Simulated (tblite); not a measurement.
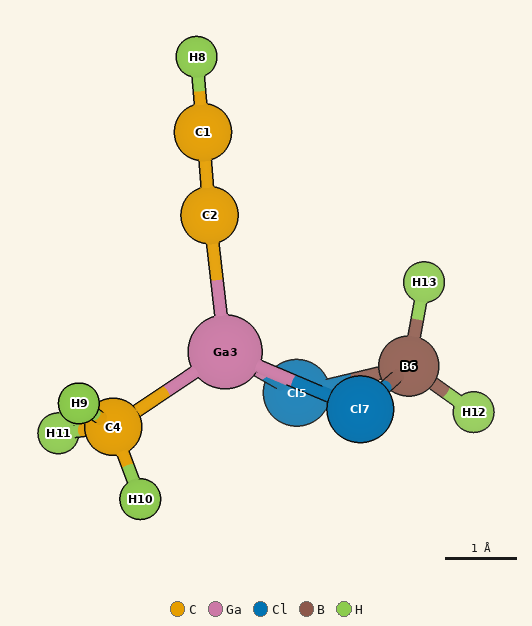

Figure 1. The input geometry (ball-and-stick view, seen at a tilt; atoms are numbered from 1 in the order of the input). Sticks mark near contacts. Bond lengths as drawn: B–Cl 1.83 to 1.84 Å, B–H 1.21 Å, Cl–Ga 2.16 to 2.17 Å, C–C 1.19 Å, C–Ga 1.97 to 1.99 Å and C–H 1.09 to 1.13 Å.

Geometry relaxation of C3H6BCl2Ga (part 1 of 2)

System: C3H6BCl2Ga.
Method: GFN2-xTB geometry optimisation, gas phase (tblite 0.8.0).

## The program's output
```
step      E/eV     max force
  0    -572.30354    2.703
  1    -572.49071    4.215
  2    -572.74800    1.219
  3    -572.79394    0.491
  4    -572.82739    0.387
  5    -572.84449    0.393
  6    -572.86056    0.306
  7    -572.87174    0.262
  8    -572.87934    0.193
  9    -572.88529    0.262
 10    -572.89219    0.296
 11    -572.89905    0.291
 12    -572.90391    0.237
 13    -572.90741    0.200
 14    -572.91100    0.197
 15    -572.91493    0.198
 16    -572.91868    0.154
 17    -572.92150    0.128
 18    -572.92362    0.121
 19    -572.92631    0.173
 20    -572.93045    0.216
 21    -572.93508    0.195
 22    -572.93888    0.188
 23    -572.94241    0.164
 24    -572.94569    0.127
 25    -572.94863    0.155
 26    -572.95166    0.151
 27    -572.95441    0.126
 28    -572.95677    0.134
 29    -572.95897    0.178
 30    -572.96131    0.231
 31    -572.96363    0.205
 32    -572.96523    0.117
 33    -572.96611    0.072
 34    -572.96669    0.069
 35    -572.96733    0.094
 36    -572.96816    0.105
 37    -572.96926    0.100
 38    -572.97075    0.124
 39    -572.97233    0.165
 40    -572.97504    0.209
 41    -572.97859    0.201
 42    -572.98242    0.171
 43    -572.98552    0.157
 44    -572.98810    0.130
 45    -572.99014    0.087
 46    -572.99100    0.087
 47    -572.99195    0.134
 48    -572.99254    0.070
 49    -572.99312    0.045
 50    -572.99343    0.066
 51    -572.99375    0.042
 52    -572.99391    0.031
 53    -572.99412    0.037
 54    -572.99441    0.060
 55    -572.99484    0.082
 56    -572.99526    0.065
 57    -572.99548    0.028
 58    -572.99554    0.019
 59    -572.99558    0.019
 60    -572.99565    0.025
 61    -572.99575    0.037
 62    -572.99587    0.036
 63    -572.99598    0.036
 64    -572.99610    0.041
 65    -572.99632    0.045
 66    -572.99674    0.075
 67    -572.99745    0.077
 68    -572.99826    0.060
 69    -572.99900    0.059
 70    -572.99956    0.056
 71    -572.99995    0.052
 72    -573.00033    0.108
 73    -573.00064    0.034
 74    -573.00088    0.027
 75    -573.00096    0.095
 76    -573.00103    0.024
 77    -573.00106    0.026
 78    -573.00115    0.047
 79    -573.00120    0.043
 80    -573.00127    0.023
 81    -573.00131    0.023
 82    -573.00136    0.023
 83    -573.00140    0.021
 84    -573.00144    0.018
 85    -573.00149    0.019
 86    -573.00153    0.016
 87    -573.00157    0.017
 88    -573.00162    0.017
 89    -573.00166    0.013
 90    -573.00169    0.013
 91    -573.00172    0.015
 92    -573.00176    0.025
 93    -573.00182    0.026
 94    -573.00187    0.019
 95    -573.00191    0.013
 96    -573.00194    0.013
 97    -573.00197    0.018
 98    -573.00200    0.018
 99    -573.00203    0.014
100    -573.00206    0.013
101    -573.00207    0.010
```

## Trajectory as extended XYZ (Å, eV, eV/Å), 36 of the 102 frames kept, from step=0 to step=101
```
13
Properties=species:S:1:pos:R:3:forces:R:3 step=0 energy=-572.30354
C    -1.6893    2.4668    0.3503   -1.0540   2.0610   0.3980
C    -1.1452    1.4182    0.1707    0.8510  -0.9660  -0.1340
Ga   -0.2016   -0.2932   -0.0723   -1.4580   0.2220  -0.0640
C    -1.4000   -1.8490   -0.3614    0.0140  -1.3610   0.5810
Cl    1.5649   -0.1789   -1.3130    0.7730   0.6710  -2.5020
B     2.4877    0.4584    0.1411    0.5300   0.4040  -0.0480
Cl    1.5041   -0.6365    1.2262    0.5880  -0.2040   2.6130
H    -2.1935    3.4140    0.5221    0.4450  -0.9090  -0.1950
H    -2.2905   -1.8672    0.2945    0.2160   0.2870  -0.3130
H    -0.8219   -2.7611   -0.0185   -0.4280   0.5220  -0.6120
H    -1.7443   -1.9983   -1.3956    0.1760  -0.0470   0.3060
H     3.6665    0.1928    0.1078   -0.6750  -0.0750   0.0190
H     2.2588    1.6344    0.3303    0.0220  -0.6030  -0.0490
13
Properties=species:S:1:pos:R:3:forces:R:3 step=3 energy=-572.79394
C    -1.6964    2.4836    0.3555   -0.1180   0.2670   0.0680
C    -1.1342    1.4361    0.1753    0.3380  -0.1430  -0.0100
Ga   -0.2625   -0.2884   -0.0766    0.1600  -0.0550  -0.0460
C    -1.4066   -1.8950   -0.3465    0.0460   0.0220   0.0290
Cl    1.6023   -0.1401   -1.4276    0.1190   0.4240  -0.1720
B     2.5019    0.4682    0.1368   -0.3110  -0.3210  -0.0890
Cl    1.5331   -0.6372    1.3482    0.1000   0.3890   0.2830
H    -2.1866    3.3969    0.5172   -0.1320   0.2080   0.0150
H    -2.2876   -1.8538    0.2844   -0.2470   0.0380   0.1070
H    -0.8310   -2.7602   -0.0434    0.0940  -0.4610  -0.0940
H    -1.7340   -2.0028   -1.3780    0.0050  -0.1310  -0.0900
H     3.6388    0.1858    0.1085    0.0250  -0.1830  -0.0120
H     2.2583    1.6073    0.3285   -0.0810  -0.0530   0.0100
13
Properties=species:S:1:pos:R:3:forces:R:3 step=6 energy=-572.86056
C    -1.6977    2.4939    0.3603    0.0700  -0.0380  -0.0010
C    -1.1073    1.4549    0.1806    0.0470   0.2130   0.0480
Ga   -0.2527   -0.2934   -0.0824    0.1700   0.0100   0.0070
C    -1.4075   -1.9134   -0.3388    0.0720  -0.2300   0.0390
Cl    1.6195   -0.0831   -1.4681   -0.1580   0.1140   0.1870
B     2.4802    0.4425    0.1281    0.1430   0.1420   0.0440
Cl    1.5462   -0.5912    1.4025   -0.1640   0.1930  -0.1710
H    -2.1979    3.4122    0.5170    0.0230  -0.0730  -0.0210
H    -2.3046   -1.8486    0.2883    0.1500  -0.0780  -0.0770
H    -0.8298   -2.8061   -0.0612   -0.2230   0.0340  -0.0590
H    -1.7294   -2.0182   -1.3785    0.0170  -0.0390   0.0590
H     3.6274    0.1616    0.1067   -0.1470  -0.1520  -0.0290
H     2.2494    1.5894    0.3279    0.0010  -0.0950  -0.0260
13
Properties=species:S:1:pos:R:3:forces:R:3 step=9 energy=-572.88529
C    -1.6931    2.5005    0.3631    0.0540  -0.0030  -0.0040
C    -1.0835    1.4734    0.1862    0.1150  -0.0870  -0.0030
Ga   -0.2307   -0.2949   -0.0836   -0.2610   0.0190   0.0170
C    -1.3999   -1.9321   -0.3364    0.0610   0.1260  -0.0750
Cl    1.6053   -0.0478   -1.4572   -0.0900   0.0110  -0.0610
B     2.4814    0.4447    0.1290   -0.0040   0.0820   0.0120
Cl    1.5297   -0.5494    1.3991   -0.1130  -0.0170   0.0610
H    -2.2018    3.4135    0.5151    0.0100  -0.0310  -0.0070
H    -2.2966   -1.8569    0.2840    0.0720  -0.0440   0.0090
H    -0.8490   -2.8329   -0.0705   -0.0120  -0.1370   0.0520
H    -1.7261   -2.0294   -1.3746    0.0190   0.0030   0.0010
H     3.6122    0.1318    0.1022    0.0340  -0.1210  -0.0210
H     2.2477    1.5800    0.3259    0.1150   0.2000   0.0210
13
Properties=species:S:1:pos:R:3:forces:R:3 step=12 energy=-572.90391
C    -1.6776    2.5010    0.3640    0.0170   0.0070  -0.0050
C    -1.0505    1.4837    0.1919   -0.0340  -0.0330  -0.0010
Ga   -0.2513   -0.2933   -0.0816   -0.0310  -0.0380   0.0020
C    -1.3828   -1.9410   -0.3413   -0.0530  -0.1210   0.0270
Cl    1.5775   -0.0164   -1.4560   -0.0080   0.0300  -0.0090
B     2.4842    0.4619    0.1320   -0.1410  -0.0730  -0.0320
Cl    1.4966   -0.5164    1.4044    0.0020   0.0190   0.0470
H    -2.2010    3.4061    0.5118    0.0350  -0.0040   0.0000
H    -2.2762   -1.8706    0.2806   -0.0710   0.0370   0.0590
H    -0.8709   -2.8673   -0.0726    0.1220   0.0280   0.0030
H    -1.7204   -2.0376   -1.3731    0.0110   0.0230  -0.1110
H     3.5997    0.0879    0.0951   -0.0540   0.0080   0.0050
H     2.2682    1.6023    0.3270    0.2070   0.1150   0.0160
13
Properties=species:S:1:pos:R:3:forces:R:3 step=14 energy=-572.91100
C    -1.6704    2.5013    0.3639    0.0040  -0.0030  -0.0050
C    -1.0407    1.4852    0.1941   -0.0880   0.0020   0.0020
Ga   -0.2647   -0.2958   -0.0809    0.1080  -0.0710   0.0000
C    -1.3818   -1.9522   -0.3423   -0.0940  -0.0870  -0.0060
Cl    1.5681   -0.0013   -1.4612   -0.0400   0.0250   0.0850
B     2.4752    0.4638    0.1306    0.0020   0.0540   0.0080
Cl    1.4857   -0.5032    1.4152   -0.0130   0.0590  -0.0520
H    -2.1981    3.4035    0.5106    0.0400   0.0190   0.0040
H    -2.2742   -1.8726    0.2835   -0.0370  -0.0150  -0.0040
H    -0.8686   -2.8795   -0.0734    0.0830   0.0820  -0.0180
H    -1.7167   -2.0391   -1.3792    0.0170  -0.0030   0.0030
H     3.5899    0.0723    0.0929   -0.1530   0.0350   0.0030
H     2.2920    1.6181    0.3285    0.1710  -0.0960  -0.0190
13
Properties=species:S:1:pos:R:3:forces:R:3 step=17 energy=-572.92150
C    -1.6596    2.5024    0.3632   -0.0210  -0.0070   0.0000
C    -1.0363    1.4821    0.1966   -0.0870  -0.0690  -0.0120
Ga   -0.2711   -0.3086   -0.0792   -0.0190  -0.0030   0.0070
C    -1.3882   -1.9728   -0.3451    0.0350   0.1190  -0.0030
Cl    1.5452    0.0240   -1.4520   -0.0180   0.0420   0.0010
B     2.4620    0.4733    0.1302    0.0810   0.0340   0.0220
Cl    1.4648   -0.4738    1.4186    0.0080   0.0640   0.0210
H    -2.1883    3.4035    0.5094    0.0450   0.0440   0.0050
H    -2.2762   -1.8813    0.2868   -0.0190  -0.1050  -0.0700
H    -0.8554   -2.8885   -0.0760   -0.0070   0.0520  -0.0300
H    -1.7105   -2.0435   -1.3883   -0.0210  -0.0650   0.0830
H     3.5591    0.0503    0.0894    0.0040  -0.0480  -0.0130
H     2.3501    1.6334    0.3286    0.0170  -0.0580  -0.0100
13
Properties=species:S:1:pos:R:3:forces:R:3 step=20 energy=-572.93045
C    -1.6522    2.5020    0.3627   -0.0380   0.0120   0.0060
C    -1.0487    1.4695    0.1977   -0.1220  -0.0380  -0.0080
Ga   -0.2794   -0.3189   -0.0758   -0.0600   0.1330   0.0230
C    -1.3864   -1.9766   -0.3462    0.0130  -0.0480   0.0270
Cl    1.5178    0.0622   -1.4422    0.0340   0.0430  -0.0420
B     2.4633    0.4858    0.1333   -0.0340  -0.1360  -0.0290
Cl    1.4439   -0.4267    1.4271    0.0300   0.0390   0.0760
H    -2.1689    3.4112    0.5087    0.0620   0.0130  -0.0020
H    -2.2810   -1.9116    0.2763   -0.0350  -0.0480   0.0110
H    -0.8461   -2.8893   -0.0851    0.0340   0.0090   0.0210
H    -1.7086   -2.0615   -1.3839   -0.0320  -0.0100  -0.0860
H     3.5316    0.0133    0.0823    0.1860  -0.1070  -0.0210
H     2.4102    1.6410    0.3273   -0.0370   0.1380   0.0240
13
Properties=species:S:1:pos:R:3:forces:R:3 step=23 energy=-572.94241
C    -1.6530    2.5026    0.3628   -0.0380   0.0500   0.0120
C    -1.0988    1.4442    0.1967   -0.1080   0.0640   0.0110
Ga   -0.2969   -0.3163   -0.0682   -0.0320   0.0150   0.0070
C    -1.3893   -1.9830   -0.3466   -0.0480  -0.1430  -0.0650
Cl    1.4932    0.1167   -1.4389    0.0120  -0.0080   0.0640
B     2.4701    0.4871    0.1343    0.1000   0.0180  -0.0120
Cl    1.4294   -0.3612    1.4538   -0.0280   0.0080  -0.0490
H    -2.1316    3.4300    0.5089   -0.0010   0.0690   0.0070
H    -2.2972   -1.9611    0.2613    0.0580   0.0160   0.0740
H    -0.8211   -2.8798   -0.0950    0.0400  -0.0610   0.0770
H    -1.7108   -2.0878   -1.3842    0.0360   0.0690  -0.1000
H     3.5180   -0.0431    0.0708    0.0390  -0.0400  -0.0130
H     2.4835    1.6522    0.3266   -0.0310  -0.0570  -0.0140
13
Properties=species:S:1:pos:R:3:forces:R:3 step=26 energy=-572.95166
C    -1.6636    2.5129    0.3650   -0.0190   0.0510   0.0090
C    -1.1507    1.4348    0.1964   -0.0460   0.0520   0.0120
Ga   -0.3141   -0.3100   -0.0625   -0.0940  -0.1170  -0.0200
C    -1.3944   -2.0015   -0.3550    0.0780   0.0490   0.0060
Cl    1.4847    0.1398   -1.4254    0.0130  -0.0240   0.0240
B     2.4906    0.4849    0.1328    0.0290   0.0100   0.0050
Cl    1.4210   -0.3286    1.4577    0.0010  -0.0130  -0.0470
H    -2.1103    3.4544    0.5107   -0.0480   0.1100   0.0150
H    -2.2975   -1.9880    0.2630    0.0800   0.0050  -0.0190
H    -0.8015   -2.8796   -0.0879   -0.0390  -0.0540  -0.0420
H    -1.7083   -2.0922   -1.3996    0.0630  -0.0150   0.0660
H     3.5268   -0.0781    0.0625   -0.0810   0.0520   0.0130
H     2.5130    1.6517    0.3246    0.0630  -0.1060  -0.0210
13
Properties=species:S:1:pos:R:3:forces:R:3 step=29 energy=-572.95897
C    -1.6681    2.5309    0.3683   -0.0110   0.0160   0.0000
C    -1.1915    1.4347    0.2002   -0.0500   0.0330   0.0070
Ga   -0.3445   -0.3201   -0.0587   -0.0010   0.1760   0.0240
C    -1.3859   -2.0232   -0.3602    0.0680   0.0070   0.0520
Cl    1.4634    0.1789   -1.4090   -0.0050  -0.0330  -0.0290
B     2.5024    0.4882    0.1322   -0.1240  -0.0810  -0.0050
Cl    1.3990   -0.2776    1.4608    0.0140  -0.0330  -0.0100
H    -2.0927    3.4866    0.5126    0.0070  -0.0130  -0.0010
H    -2.2859   -2.0188    0.2603    0.0100  -0.0010  -0.0270
H    -0.7898   -2.8988   -0.0932   -0.0050  -0.0460  -0.0620
H    -1.6942   -2.1055   -1.4054    0.0270  -0.0440   0.0330
H     3.5058   -0.1223    0.0541    0.0070   0.0120   0.0170
H     2.5777    1.6475    0.3204    0.0630   0.0070   0.0000
13
Properties=species:S:1:pos:R:3:forces:R:3 step=32 energy=-572.96523
C    -1.6786    2.5513    0.3717   -0.0100   0.0120  -0.0020
C    -1.2396    1.4397    0.2037   -0.0120   0.0160   0.0030
Ga   -0.3693   -0.3038   -0.0528    0.0790   0.0850   0.0140
C    -1.3687   -2.0353   -0.3577   -0.0040  -0.0150  -0.0120
Cl    1.4502    0.2002   -1.4023   -0.0670  -0.0330  -0.0350
B     2.4998    0.4784    0.1311    0.0090   0.0110  -0.0030
Cl    1.3881   -0.2473    1.4621   -0.0540  -0.0450   0.0180
H    -2.0795    3.5170    0.5151   -0.0100  -0.0040   0.0010
H    -2.2744   -2.0429    0.2535   -0.0030   0.0000   0.0170
H    -0.7791   -2.9188   -0.1066    0.0720   0.0090   0.0190
H    -1.6774   -2.1219   -1.4021    0.0200   0.0190  -0.0210
H     3.4916   -0.1508    0.0510   -0.0030  -0.0590   0.0020
H     2.6324    1.6348    0.3157   -0.0180   0.0030  -0.0020
13
Properties=species:S:1:pos:R:3:forces:R:3 step=35 energy=-572.96733
C    -1.6850    2.5580    0.3721    0.0020  -0.0070  -0.0030
C    -1.2571    1.4421    0.2040    0.0140   0.0370   0.0060
Ga   -0.3680   -0.2898   -0.0501   -0.0250  -0.0890  -0.0150
C    -1.3635   -2.0352   -0.3576    0.0330   0.0440   0.0120
Cl    1.4442    0.1922   -1.4045    0.0010   0.0040  -0.0060
B     2.5011    0.4735    0.1300   -0.0020  -0.0190  -0.0060
Cl    1.3839   -0.2550    1.4611    0.0000  -0.0010   0.0110
H    -2.0793    3.5251    0.5164   -0.0330   0.0290   0.0050
H    -2.2704   -2.0461    0.2541    0.0360  -0.0080  -0.0120
H    -0.7679   -2.9169   -0.1059    0.0310   0.0630   0.0010
H    -1.6711   -2.1208   -1.4035    0.0300   0.0140   0.0190
H     3.4939   -0.1578    0.0516   -0.0540  -0.0330  -0.0030
H     2.6349    1.6311    0.3144   -0.0330  -0.0340  -0.0090
13
Properties=species:S:1:pos:R:3:forces:R:3 step=38 energy=-572.97075
C    -1.6929    2.5722    0.3732   -0.0020  -0.0180   0.0010
C    -1.2617    1.4564    0.2067    0.0460   0.0020  -0.0020
Ga   -0.3660   -0.2839   -0.0497   -0.0990   0.0720   0.0180
C    -1.3465   -2.0295   -0.3543    0.0020   0.0060  -0.0060
Cl    1.4328    0.1824   -1.4141    0.0660   0.0250   0.0610
B     2.4939    0.4618    0.1267   -0.0780  -0.0590   0.0000
Cl    1.3738   -0.2680    1.4641    0.0480   0.0460  -0.0360
H    -2.0931    3.5394    0.5188    0.0060  -0.0570  -0.0110
H    -2.2544   -2.0464    0.2544    0.0170  -0.0250   0.0040
H    -0.7471   -2.9096   -0.1070    0.0380   0.0600   0.0220
H    -1.6519   -2.1156   -1.3998    0.0080   0.0100  -0.0190
H     3.4800   -0.1775    0.0527   -0.0240  -0.0280  -0.0240
H     2.6287    1.6186    0.3106   -0.0290  -0.0340  -0.0090
13
Properties=species:S:1:pos:R:3:forces:R:3 step=40 energy=-572.97504
C    -1.7049    2.5919    0.3752    0.0230  -0.0910  -0.0060
C    -1.2776    1.4731    0.2107    0.0230   0.0790   0.0070
Ga   -0.3806   -0.2703   -0.0458   -0.0350   0.2010   0.0430
C    -1.3225   -2.0242   -0.3515   -0.0630  -0.0430  -0.0370
Cl    1.4182    0.1853   -1.4178    0.0240   0.0050   0.0740
B     2.4798    0.4399    0.1221    0.0190  -0.0020   0.0170
Cl    1.3603   -0.2637    1.4690    0.0020   0.0410  -0.0500
H    -2.1035    3.5614    0.5214    0.0290  -0.1110  -0.0210
H    -2.2315   -2.0617    0.2525   -0.0190  -0.0390   0.0270
H    -0.7087   -2.8937   -0.1082    0.0670   0.0320   0.0440
H    -1.6230   -2.1131   -1.3974   -0.0100   0.0040  -0.0540
H     3.4536   -0.2219    0.0486   -0.0470   0.0200  -0.0300
H     2.6360    1.5974    0.3037   -0.0140  -0.0960  -0.0130
13
Properties=species:S:1:pos:R:3:forces:R:3 step=43 energy=-572.98552
C    -1.7371    2.6362    0.3804    0.0190  -0.0400   0.0070
C    -1.3385    1.5075    0.2196    0.0240   0.1020   0.0130
Ga   -0.4328   -0.2147   -0.0268    0.0560   0.0020  -0.0010
C    -1.2721   -2.0163   -0.3508   -0.0390  -0.0270  -0.0050
Cl    1.3705    0.2111   -1.4078   -0.0690  -0.0170  -0.0130
B     2.4543    0.3846    0.1134    0.1270   0.0480   0.0150
Cl    1.3168   -0.2218    1.4792   -0.0720   0.0110   0.0150
H    -2.1102    3.6126    0.5254   -0.0330  -0.0090  -0.0090
H    -2.1802   -2.1314    0.2455    0.0100  -0.0600  -0.0040
H    -0.5834   -2.8302   -0.1045   -0.0190   0.0510   0.0060
H    -1.5509   -2.1144   -1.4025   -0.0110  -0.0330  -0.0170
H     3.3728   -0.3558    0.0276   -0.0490   0.1160  -0.0070
H     2.6866    1.5332    0.2836    0.0570  -0.1460   0.0020
13
Properties=species:S:1:pos:R:3:forces:R:3 step=46 energy=-572.99100
C    -1.7496    2.6663    0.3862   -0.0140   0.0540   0.0130
C    -1.3760    1.5301    0.2282    0.0300  -0.0130  -0.0010
Ga   -0.4722   -0.1912   -0.0131   -0.0170  -0.0640  -0.0210
C    -1.2462   -2.0283   -0.3522    0.0070   0.0280  -0.0050
Cl    1.3160    0.2671   -1.3920    0.0260   0.0060  -0.0210
B     2.4449    0.3617    0.1107   -0.0210  -0.0210  -0.0140
Cl    1.2674   -0.1436    1.4947    0.0490   0.0120   0.0090
H    -2.1024    3.6498    0.5254   -0.0520   0.0330   0.0010
H    -2.1507   -2.2052    0.2350    0.0550  -0.0410  -0.0120
H    -0.5052   -2.7973   -0.1104   -0.0500   0.0340   0.0310
H    -1.5055   -2.1358   -1.4083   -0.0210  -0.0080  -0.0100
H     3.2910   -0.4542    0.0074   -0.0050   0.0660   0.0200
H     2.7840    1.4812    0.2707    0.0120  -0.0860   0.0090
13
Properties=species:S:1:pos:R:3:forces:R:3 step=49 energy=-572.99312
C    -1.7587    2.6833    0.3892   -0.0010  -0.0110   0.0000
C    -1.3777    1.5484    0.2319    0.0030   0.0440   0.0070
Ga   -0.4827   -0.1804   -0.0112    0.0070   0.0140  -0.0040
C    -1.2303   -2.0236   -0.3521   -0.0120  -0.0180  -0.0060
Cl    1.3057    0.2690   -1.3961   -0.0040  -0.0060  -0.0060
B     2.4314    0.3425    0.1067    0.0220  -0.0170  -0.0040
Cl    1.2584   -0.1385    1.4989    0.0090  -0.0030  -0.0060
H    -2.1187    3.6657    0.5265   -0.0280  -0.0080  -0.0020
H    -2.1297   -2.2223    0.2342    0.0180  -0.0270  -0.0070
H    -0.4773   -2.7797   -0.1077   -0.0230   0.0320   0.0190
H    -1.4850   -2.1355   -1.4088   -0.0240  -0.0100  -0.0100
H     3.2683   -0.4805    0.0042    0.0130   0.0100   0.0070
H     2.7920    1.4521    0.2664    0.0210   0.0010   0.0130
13
Properties=species:S:1:pos:R:3:forces:R:3 step=52 energy=-572.99391
C    -1.7636    2.6896    0.3908   -0.0130   0.0090  -0.0010
C    -1.3774    1.5568    0.2332    0.0090   0.0170   0.0040
Ga   -0.4866   -0.1738   -0.0108   -0.0040  -0.0010  -0.0060
C    -1.2281   -2.0204   -0.3548   -0.0110   0.0020   0.0100
Cl    1.3020    0.2663   -1.3975    0.0120  -0.0040   0.0050
B     2.4299    0.3341    0.1050    0.0220   0.0100   0.0040
Cl    1.2567   -0.1388    1.4989    0.0010  -0.0130  -0.0110
H    -2.1290    3.6700    0.5265   -0.0250   0.0000   0.0020
H    -2.1211   -2.2348    0.2337   -0.0310   0.0040   0.0020
H    -0.4678   -2.7648   -0.1016    0.0190  -0.0010  -0.0220
H    -1.4824   -2.1366   -1.4115   -0.0020  -0.0190   0.0140
H     3.2664   -0.4881    0.0032    0.0100  -0.0210  -0.0010
H     2.7967    1.4411    0.2671    0.0140   0.0160   0.0010
```
